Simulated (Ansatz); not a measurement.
# AlBFGaH₇NSi: a ladder of functionals and wavefunction methods, part 2 of 2

Ansatz 0.2.0, Gaussian basis; functionals in def2-TZVPP, the program's frozen cores in correlated methods. Earlier steps stand in the parts before.

## Step 16: ωB97X-V (range-separated)

Input file in.yaml:

```yaml
crystal:
  periodic: [false, false, false]
  atoms:
    - {symbol: B, position_ang: [0.099265, -2.164904, -0.897597]}
    - {symbol: N, position_ang: [-0.019515, -0.846266, -0.395838]}
    - {symbol: Si, position_ang: [1.141154, -0.274981, 0.758212]}
    - {symbol: Al, position_ang: [-1.316072, 0.353165, -0.858109]}
    - {symbol: F, position_ang: [-2.454570, -0.121153, -1.951305]}
    - {symbol: Ga, position_ang: [-0.832350, 2.415481, 0.443812]}
    - {symbol: H, position_ang: [0.998076, -2.874113, -0.521950]}
    - {symbol: H, position_ang: [-0.693478, -2.577034, -1.696042]}
    - {symbol: H, position_ang: [0.756774, 1.155886, 1.112430]}
    - {symbol: H, position_ang: [2.518400, -0.195169, 0.217431]}
    - {symbol: H, position_ang: [1.116562, -1.022976, 2.037032]}
    - {symbol: H, position_ang: [0.121983, 3.526580, -0.128460]}
    - {symbol: H, position_ang: [-1.436230, 2.625483, 1.880393]}
basis:
  gaussian: {orbitals: def2-TZVPP}
hamiltonian: {xc: {name: wB97X-V}}
output: {orbitals: {seedname: orbitals}}
```

The run is started by

```bash
> ansatz run in.yaml --threads 2 --pin off --events-out ev --progress --plain --max-ram 32768MiB --backend cuda --devices 0, --max-vram 18GiB
```

Log (excerpt; [...] marks lines left out):

```text
Functional definition: wB97X-V
  name "wB97X-V"
  cite "Mardirossian & Head-Gordon, Phys. Chem. Chem. Phys. 16, 9904 (2014) doi:10.1039/C3CP54374A"
  cite "Becke, J. Chem. Phys. 107, 8554 (1997) doi:10.1063/1.475007"
  cite "Vydrov & Van Voorhis, J. Chem. Phys. 133, 244103 (2010) doi:10.1063/1.3521275"
[...]
      + integral(e_c_pw_opposite_spin*poly(b97_u_opposite, cos0, cos1)) + vv10(b, c)
1875 factors; their error is unknown
446 factors; integrals over basis functions are off by at most 9.8e-6 eV
[...]
mean field -71847.55933000 eV, -2640.3491053525 hartree, gradient 2.1e-5 eV, S^2 0.000000; 0 other end points of the search recorded, 0 dependent functions left out
reference -71847.55932704 eV, -2640.3491052438 hartree; 43, 43 occupied and 280, 280 virtual orbitals, 1875 factors
Total energy: -71847.55932704 eV, -2640.3491052438 hartree
```

Wall time 13 s (1 × H100 (card shared with other runs) with 2 threads of AMD EPYC 7R13, shared host); peak host memory 0.94 GiB.

Atomisation energy: 4240.3 kJ/mol (free atoms -71803.612 eV, run apart). HOMO -9.58 eV, LUMO 0.22 eV.

## Step 17: ωB97M-V (range-separated)

in.yaml, as its differences from that of step 16:

```diff
@@ -18,3 +18,3 @@
   gaussian: {orbitals: def2-TZVPP}
-hamiltonian: {xc: {name: wB97X-V}}
-output: {orbitals: {seedname: orbitals}}
+hamiltonian: {xc: {name: wB97M-V}}
+output: {forces: true, orbitals: {seedname: orbitals}}
```

Same command.

Log (excerpt; [...] marks lines left out):

```text
Functional definition: wB97M-V
  name "wB97M-V"
  cite "Mardirossian & Head-Gordon, J. Chem. Phys. 144, 214110 (2016) doi:10.1063/1.4952647"
  cite "Becke, J. Chem. Phys. 107, 8554 (1997) doi:10.1063/1.475007"
  cite "Vydrov & Van Voorhis, J. Chem. Phys. 133, 244103 (2010) doi:10.1063/1.3521275"
  # Of w^i u^j: cxij and so on, Table III.
[...]
  gx(w, u) = 1 - cx + cx01*u + cx10*w
[...]
Atom 9 at     2.518400    -0.195169     0.217431 Å, force    -0.167955    -0.019259     0.065811 eV/Å
Atom 10 at     1.116562    -1.022976     2.037032 Å, force     0.005802     0.084325    -0.160327 eV/Å
Atom 11 at     0.121983     3.526580    -0.128460 Å, force    -0.081799    -0.095887     0.051086 eV/Å
Atom 12 at    -1.436230     2.625483     1.880393 Å, force     0.053485    -0.017598    -0.123413 eV/Å
Dipole moment:     0.215330     0.060240     0.193781 e Å
```

It took 15 s on 1 × H100 (card shared with other runs) with 2 threads of AMD EPYC 7R13, shared host; peak host memory 1 GiB.

Atomisation energy: 4219.4 kJ/mol (free atoms -71806.786 eV, run apart). HOMO -9.39 eV, LUMO 0.00 eV.

## Step 18: B2PLYP (double hybrid)

in.yaml, as its differences from that of step 17:

```diff
@@ -18,3 +18,2 @@
   gaussian: {orbitals: def2-TZVPP}
-hamiltonian: {xc: {name: wB97M-V}}
-output: {forces: true, orbitals: {seedname: orbitals}}
+hamiltonian: {xc: {name: B2PLYP}}
```

Launched as before.

Log (excerpt; [...] marks lines left out):

```text
Functional definition: B2PLYP
  name "B2PLYP"
  cite "Grimme, J. Chem. Phys. 124, 034108 (2006) doi:10.1063/1.2148954"
  cite "Becke, Phys. Rev. A 38, 3098 (1988) doi:10.1103/PhysRevA.38.3098"
  cite "Lee, Yang & Parr, Phys. Rev. B 37, 785 (1988) doi:10.1103/PhysRevB.37.785"
[...]
1941 factors; integrals over basis functions are off by at most 1.0e-3 eV
[...]
mean field -71827.58825678 eV, -2639.6151819488 hartree, gradient 4.5e-6 eV, S^2 0.000000; 0 other end points of the search recorded, 0 dependent functions left out
22 core orbitals not correlated: weight in the atoms' cores, before any rotation towards them, 1.000 or more for the frozen orbitals, at most 0.000 for the correlated occupied ones
reference -71827.58847906 eV, -2639.6151901175 hartree; 21, 21 occupied and 280, 280 virtual orbitals, 1941 factors
second order -32.92415276 eV of doubles, -0.00000000 eV of singles
Total energy: -71836.47800031 eV, -2639.9418739978 hartree
```

Wall time 14 s (1 × H100 (card shared with other runs) with 2 threads of AMD EPYC 7R13, shared host); peak host memory 1.4 GiB.

Atomisation energy: 4159.9 kJ/mol (free atoms -71793.364 eV, run apart).

## Step 19: PBE-QIDH (double hybrid)

in.yaml, as its differences from that of step 18:

```diff
@@ -18,2 +18,2 @@
   gaussian: {orbitals: def2-TZVPP}
-hamiltonian: {xc: {name: B2PLYP}}
+hamiltonian: {xc: {name: PBE-QIDH}}
```

Launched as before.

Log (excerpt; [...] marks lines left out):

```text
Functional definition: PBE-QIDH
  name "PBE-QIDH"
  cite "Brémond, Sancho-García, Pérez-Jiménez & Adamo, J. Chem. Phys. 141, 031101 (2014) doi:10.1063/1.4890314"
  cite "Perdew, Burke & Ernzerhof, Phys. Rev. Lett. 77, 3865 (1996) doi:10.1103/PhysRevLett.77.3865"
[...]
1941 factors; integrals over basis functions are off by at most 1.0e-3 eV
[...]
mean field -71812.77937684 eV, -2639.0709656488 hartree, gradient 1.3e-6 eV, S^2 0.000000; 0 other end points of the search recorded, 0 dependent functions left out
22 core orbitals not correlated: weight in the atoms' cores, before any rotation towards them, 1.000 or more for the frozen orbitals, at most 0.000 for the correlated occupied ones
reference -71812.77939506 eV, -2639.0709663183 hartree; 21, 21 occupied and 280, 280 virtual orbitals, 1941 factors
second order -30.50391616 eV of doubles, -0.00000000 eV of singles
Total energy: -71822.94736711 eV, -2639.4446323992 hartree
```

Run time: 11 s. Hardware: 1 × H100 (card shared with other runs) with 2 threads of AMD EPYC 7R13, shared host; peak host memory 1.4 GiB.

With the free atoms at this level, -71779.701 eV in sum, the atomisation energy is 4172.7 kJ/mol.

## Step 20: Frontier levels by functional

Dipoles come from the runs that computed forces. Levels, from each run's orbital file:

| functional | HOMO (eV) | LUMO (eV) | gap (eV) | dipole (D) |
| --- | --- | --- | --- | --- |
| LDA (SPW92) | -6.46 | -2.85 | 3.60 |  |
| PBE-D4 | -6.34 | -2.57 | 3.77 | 1.55 |
| revPBE-D4 | -6.28 | -2.45 | 3.83 |  |
| BLYP-D4 | -6.20 | -2.41 | 3.78 |  |
| r2SCAN-D4 | -6.56 | -2.32 | 4.24 | 1.47 |
| B97M-V | -6.64 | -2.43 | 4.22 |  |
| PBE0-D4 | -7.38 | -1.76 | 5.62 |  |
| B3LYP-D4 | -7.19 | -1.94 | 5.26 | 1.51 |
| r2SCANh-D4 | -6.94 | -2.03 | 4.91 |  |
| r2SCAN0-D4 | -7.52 | -1.62 | 5.91 |  |
| HSE06-D4 | -6.99 | -2.13 | 4.86 |  |
| BHLYP-D4 | -8.32 | -0.87 | 7.45 |  |
| CAM-B3LYP-D4 | -8.62 | -0.76 | 7.87 |  |
| LC-ωPBE | -9.88 | 0.31 | 10.19 |  |
| ωB97X-V | -9.58 | 0.22 | 9.80 |  |
| ωB97M-V | -9.39 | 0.00 | 9.38 | 1.42 |

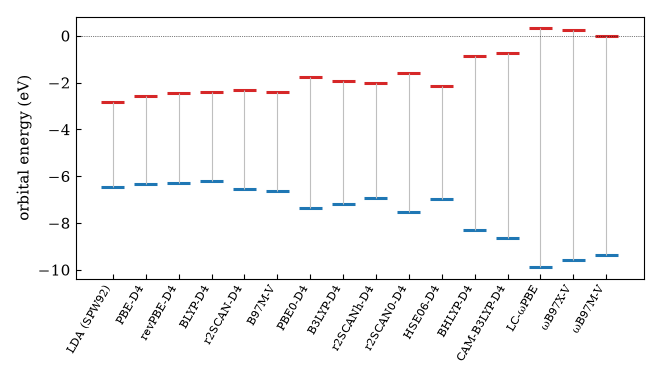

Highest occupied (blue) and lowest empty (red) level by functional.

## Step 21: CCSD(T) in def2-SVP

in.yaml, as its differences from that of step 19:

```diff
@@ -17,3 +17,3 @@
 basis:
-  gaussian: {orbitals: def2-TZVPP}
-hamiltonian: {xc: {name: PBE-QIDH}}
+  gaussian: {orbitals: def2-SVP}
+correlation: {method: ccsd_t}
```

Launched as before.

Log (excerpt; [...] marks lines left out):

```text
Functional definition: HF
  name "HF"
  cite "Fock, Z. Phys. 61, 126 (1930) doi:10.1007/BF01340294"
  parent pbe
[...]
1417 factors; integrals over basis functions are off by at most 1.1e-3 eV
[...]
mean field -71738.26190744 eV, -2636.3324991580 hartree, gradient 1.8e-6 eV, S^2 0.000000; 0 other end points of the search recorded, 0 dependent functions left out
22 core orbitals not correlated: weight in the atoms' cores, before any rotation towards them, 1.000 or more for the frozen orbitals, at most 0.000 for the correlated occupied ones
reference -71738.26190744 eV, -2636.3324991580 hartree; 21, 21 occupied and 102, 102 virtual orbitals, 1417 factors
second order -22.09762630 eV of doubles, -0.00000000 eV of singles
cycle   1  -22.50258977 eV  change   -4.0e-1 eV  update   1.3e-1
[...]
cycle  10  -23.42469022 eV  change   -1.9e-5 eV  update   1.7e-5
perturbative correction -0.64811810 eV, -0.0238179010 hartree
Total energy: -71762.33471576 eV, -2637.2171585467 hartree
```

Run time: 8.5 s. Hardware: 1 × H100 (card shared with other runs) with 2 threads of AMD EPYC 7R13, shared host; peak host memory 0.8 GiB.

## Step 22: CCSD(T) in def2-TZVPP

in.yaml, as its differences from that of step 21:

```diff
@@ -17,3 +17,4 @@
 basis:
-  gaussian: {orbitals: def2-SVP}
+  gaussian: {orbitals: def2-TZVPP}
 correlation: {method: ccsd_t}
+output: {orbitals: {seedname: orbitals}}
```

Launched as before.

Log (excerpt; [...] marks lines left out):

```text
Functional definition: HF
  name "HF"
  cite "Fock, Z. Phys. 61, 126 (1930) doi:10.1007/BF01340294"
  parent pbe
[...]
1941 factors; integrals over basis functions are off by at most 1.0e-3 eV
[...]
mean field -71756.29177400 eV, -2636.9950845331 hartree, gradient 2.6e-6 eV, S^2 0.000000; 0 other end points of the search recorded, 0 dependent functions left out
22 core orbitals not correlated: weight in the atoms' cores, before any rotation towards them, 1.000 or more for the frozen orbitals, at most 0.000 for the correlated occupied ones
reference -71756.29177400 eV, -2636.9950845331 hartree; 21, 21 occupied and 280, 280 virtual orbitals, 1941 factors
second order -26.99644496 eV of doubles, -0.00000000 eV of singles
cycle   1  -27.24238695 eV  change   -2.5e-1 eV  update   1.4e-1
[...]
cycle  10  -28.24519551 eV  change   -2.2e-5 eV  update   2.1e-5
perturbative correction -1.04459628 eV, -0.0383882054 hartree
Total energy: -71785.58156580 eV, -2638.0714645283 hartree
```

It took 14 s on 1 × H100 (card shared with other runs) with 2 threads of AMD EPYC 7R13, shared host; peak host memory 0.87 GiB.

## Step 23: MP2 in def2-QZVPP

in.yaml, as its differences from that of step 22:

```diff
@@ -17,4 +17,3 @@
 basis:
-  gaussian: {orbitals: def2-TZVPP}
-correlation: {method: ccsd_t}
-output: {orbitals: {seedname: orbitals}}
+  gaussian: {orbitals: "def2-QZVPP.json"}
+correlation: {method: mp2}
```

Same command.

Log (excerpt; [...] marks lines left out):

```text
Functional definition: HF
  name "HF"
  cite "Fock, Z. Phys. 61, 126 (1930) doi:10.1007/BF01340294"
  parent pbe
[...]
3677 factors; integrals over basis functions are off by at most 7.2e-4 eV
[...]
mean field -71758.08748833 eV, -2637.0610758174 hartree, gradient 6.4e-6 eV, S^2 0.000000; 0 other end points of the search recorded, 0 dependent functions left out
22 core orbitals not correlated: weight in the atoms' cores, before any rotation towards them, 1.000 or more for the frozen orbitals, at most 0.000 for the correlated occupied ones
reference -71758.08748833 eV, -2637.0610758174 hartree; 21, 21 occupied and 567, 567 virtual orbitals, 3677 factors
second order -35.37417241 eV of doubles, -0.00000000 eV of singles
Total energy: -71793.46166074 eV, -2638.3610526761 hartree
```

Wall time 12 s (1 × H100 (card shared with other runs) with 2 threads of AMD EPYC 7R13, shared host); peak host memory 1.2 GiB.

Energy pieces by basis (eV):

| basis | HF | MP2 correlation | CCSD correlation | (T) | total |
| --- | --- | --- | --- | --- | --- |
| def2-SVP | -71738.2619 | -22.0976 | -23.4247 | -0.6481 | -71762.3347 |
| def2-TZVPP | -71756.2918 | -26.9964 | -28.2452 | -1.0446 | -71785.5816 |
| def2-QZVPP | -71758.0875 | -35.3742 |  |  | -71793.4617 (MP2) |

The report of the def2-TZVPP run gives T1 = 0.0139.

## Step 24: Extrapolating to the complete basis

This step is arithmetic on the last runs, with X = 3 and 4: exp(−7.88√X) for Hartree-Fock, X^−2.97 for correlation; only MP2 was run in the larger set, so CCSD(T) minus MP2 is added from the smaller one.

| level | energy at the limit (eV) |
| --- | --- |
| HF | -71758.3348 |
| MP2 | -71799.9147 |
| CCSD | -71801.1635 |
| CCSD(T) | -71802.2081 |

This is no true limit for total energies: MP2 correlation changes by a factor of 1.31 from triple to quadruple zeta (about 1.07 in light molecules), because outer-core shells are correlated in sets not made for them. Much of that cancels between molecule and atoms or ions.

## Step 25: RPA on PBE orbitals

in.yaml, as its differences from that of step 23:

```diff
@@ -17,3 +17,4 @@
 basis:
-  gaussian: {orbitals: "def2-QZVPP.json"}
-correlation: {method: mp2}
+  gaussian: {orbitals: def2-TZVPP}
+hamiltonian: {xc: pbe}
+correlation: {method: rpa}
```

Launched as before.

Log (excerpt; [...] marks lines left out):

```text
Functional definition: PBE
  name "PBE"
  cite "Perdew, Burke & Ernzerhof, Phys. Rev. Lett. 77, 3865 (1996) doi:10.1103/PhysRevLett.77.3865"
  parent pbe
[...]
1941 factors; integrals over basis functions are off by at most 1.0e-3 eV
[...]
mean field -71834.38988302 eV, -2639.8651371029 hartree, gradient 6.4e-6 eV, S^2 0.000000; 0 other end points of the search recorded, 0 dependent functions left out
22 core orbitals not correlated: weight in the atoms' cores, before any rotation towards them, 1.000 or more for the frozen orbitals, at most 0.000 for the correlated occupied ones
reference -71753.61646079 eV, -2636.8967685858 hartree; 21, 21 occupied and 280, 280 virtual orbitals, 1941 factors
Total energy: -71798.63491730 eV, -2638.5511663480 hartree
```

Run time: 8 s. Hardware: 1 × H100 (card shared with other runs) with 2 threads of AMD EPYC 7R13, shared host; peak host memory 1.5 GiB.

RPA correlation: -45.018 eV. No RPA run of the hydrogen atom was made, so RPA has no atomisation energy below.

## Step 26: All levels against the reference

Atomisation energy = energies of 1 B, 1 N, 1 Si, 1 Al, 1 F, 1 Ga, 7 H (separate runs, same level) minus the molecule's; electronic only, no spin-orbit term.

Differences are taken before rounding.

| method | rung | atoms, summed (eV) | atomisation energy (kJ/mol) | from CCSD(T)/CBS (kJ/mol) | time |
| --- | --- | --- | --- | --- | --- |
| LDA (SPW92) | LDA | -71626.201 | 4718.1 | +497.6 | 4.1 s |
| PBE-D4 | GGA | -71791.102 | 4212.1 | -8.5 | 2.6 s |
| revPBE-D4 | GGA | -71805.527 | 4120.2 | -100.3 | 6.5 s |
| BLYP-D4 | GGA | -71814.216 | 4176.7 | -43.9 | 5.5 s |
| r2SCAN-D4 | meta-GGA | -71808.301 | 4225.7 | +5.1 | 5.5 s |
| B97M-V | meta-GGA | -71797.790 | 4243.7 | +23.2 | 10 s |
| PBE0-D4 | hybrid | -71794.415 | 4169.8 | -50.7 | 6 s |
| B3LYP-D4 | hybrid | -71816.125 | 4204.2 | -16.4 | 8.5 s |
| r2SCANh-D4 | hybrid | -71807.928 | 4202.4 | -18.1 | 7 s |
| r2SCAN0-D4 | hybrid | -71807.399 | 4169.9 | -50.6 | 4.1 s |
| HSE06-D4 | hybrid | -71793.771 | 4171.0 | -49.5 | 7.5 s |
| BHLYP-D4 | hybrid | -71811.156 | 4133.5 | -87.0 | 7 s |
| CAM-B3LYP-D4 | range-separated | -71814.438 | 4236.6 | +16.0 | 11 s |
| LC-ωPBE | range-separated | -71798.124 | 4192.8 | -27.7 | 5.5 s |
| ωB97X-V | range-separated | -71803.612 | 4240.3 | +19.8 | 13 s |
| ωB97M-V | range-separated | -71806.786 | 4219.4 | -1.2 | 15 s |
| B2PLYP | double hybrid | -71793.364 | 4159.9 | -60.6 | 14 s |
| PBE-QIDH | double hybrid | -71779.701 | 4172.7 | -47.9 | 11 s |
| HF/def2-TZVPP | wavefunction | -71723.616 | 3152.7 | -1067.8 |  |
| MP2/def2-TZVPP | wavefunction | -71740.075 | 4169.5 | -51.1 |  |
| CCSD/def2-TZVPP | wavefunction | -71742.422 | 4063.5 | -157.1 |  |
| CCSD(T)/def2-SVP | wavefunction | -71721.400 | 3949.6 | -270.9 | 8.5 s |
| CCSD(T)/def2-TZVPP | wavefunction | -71742.913 | 4116.9 | -103.7 | 14 s |
| MP2/CBS | wavefunction | -71755.627 | 4273.1 | +52.6 |  |
| CCSD(T)/CBS | wavefunction | -71758.465 | 4220.5 | 0 | 26 s |

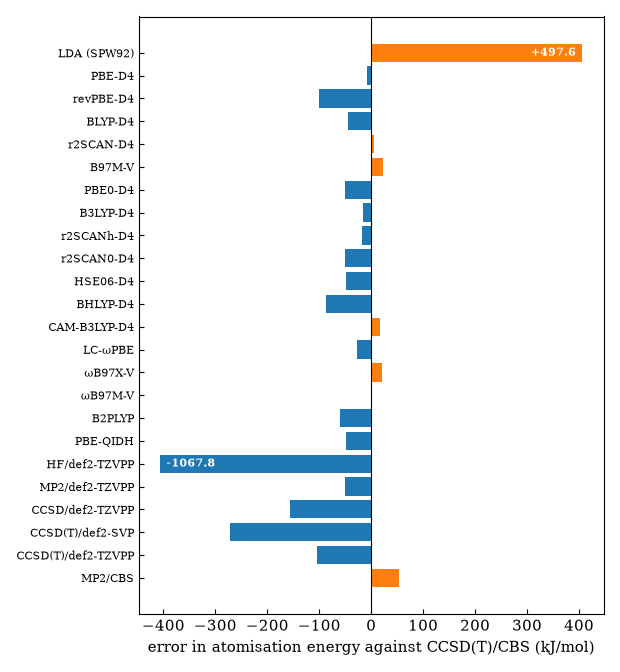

Deviations from CCSD(T)/CBS, method by method. Bars with a number in them are cut short.

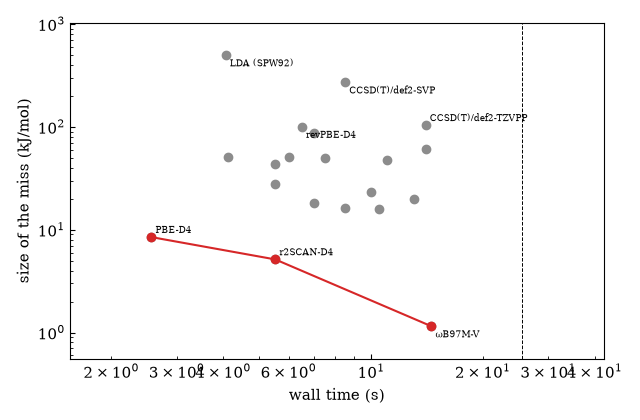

Accuracy for the time spent; red marks the levels that beat every quicker one drawn (of those quicker than the yardstick), and the dashed line is the time of CCSD(T)/CBS. Only those levels and the largest misses are named. Times are from a shared host. Runs this short are mostly start-up, so their order is noise.

LDA (SPW92), LC-ωPBE, B2PLYP, PBE-QIDH carry no dispersion term (for B3LYP, D4 adds 57.6 kJ/mol).

Times are those of the molecule's run; HF, MP2 and CCSD come out of the CCSD(T) runs, and the limit's time is the sum of the runs that it needs.

## Step 27: Summary of results

The summary covers parts 1 to 2.

| quantity | value |
| --- | --- |
| atomisation energy, CCSD(T)/CBS | 4220.5 kJ/mol |
| functionals within 42.2 kJ/mol (1.0 %) | PBE-D4, r2SCAN-D4, B97M-V, B3LYP-D4, r2SCANh-D4, CAM-B3LYP-D4, LC-ωPBE, ωB97X-V, ωB97M-V |
| farthest beyond LDA | revPBE-D4 (-100.3 kJ/mol) |
| mean size of error, GGA | 50.9 kJ/mol |
| mean size of error, meta-GGA | 14.2 kJ/mol |
| mean size of error, hybrid | 45.4 kJ/mol |
| mean size of error, range-separated | 16.2 kJ/mol |
| mean size of error, double hybrid | 54.2 kJ/mol |
| gap, smallest and largest | 3.60 eV (LDA (SPW92)), 10.19 eV (LC-ωPBE) |
| T1 diagnostic | 0.0139 |
| triples share of the correlation energy | 3.6 % |

What this shows: The LDA atomisation energy is off by 497.6 kJ/mol (12 %): it overbinds. PBE-D4 is off by -8.5 kJ/mol. Double hybrids carry the basis error of their MP2 part in triple zeta, and no dispersion term here, so their miss is partly the set-up's. The rungs meta-GGA, range-separated miss on average by less than the doubt on the reference (42.2 kJ/mol), so they tie. Misses under about 42.2 kJ/mol are within the doubt on the reference itself, which lacks core-valence correlation, relativity and higher excitations, and its outer-core shells are covered unevenly. Hartree-Fock recovers 75 % of the binding; the rest is correlation. CCSD(T) in def2-SVP is off by -270.9 kJ/mol, more than most functionals: a good method in a small basis is no reference. Orbital gaps span 3.6 to 10.2 eV; exact exchange widens them. Correlated methods include outer-core shells of Ga, which these sets cover unevenly.

ωB97M-V reaches 1.2 kJ/mol from the reference in 15 s, where CCSD(T)/CBS took 26 s.
